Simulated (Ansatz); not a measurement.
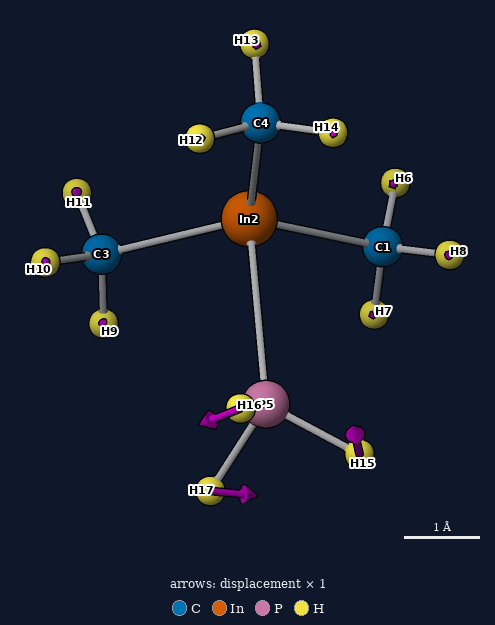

This is a relaxation of C$_{3}$H$_{12}$InP. The starting structure is drawn; purple arrows show the displacements, at their true length. The two geometries are superimposed by the best rigid fit.

The picture is a ball-and-stick view, seen from a free direction.

The start comes from PBE-D4/def2-SVP.

The calculation used Ansatz 0.2.0, RKS PBE0-D4/def2-TZVP. Settings: force threshold 0.005 eV/Å; at most 150 steps.

What happened in the run?

The largest moves after the best rigid fit, 0.73 Å, are those of H15, H16 and H17. Largest moves by element: H 0.73 Å, C 0.08 Å, In 0.03 Å, P 0.02 Å. Among the contacts that change: In2–P5 2.923 → 2.874 Å, C1–In2 2.202 → 2.175 Å, P5–H15 1.434 → 1.413 Å, C1–H6 1.110 → 1.093 Å. Groups turn about In2–P5 by about 35°. The energy falls by 0.077 eV in 22 accepted moves (24 points after the start). Largest force component: 0.52 eV/Å at the start, 0.0036 eV/Å at the end. The line search rejected the trial steps at points 6, 19 of the run. The forces were under the threshold at step 5, but the run went on from there. The run took 3 min on 4 threads of Arm Neoverse V2, on a shared host.
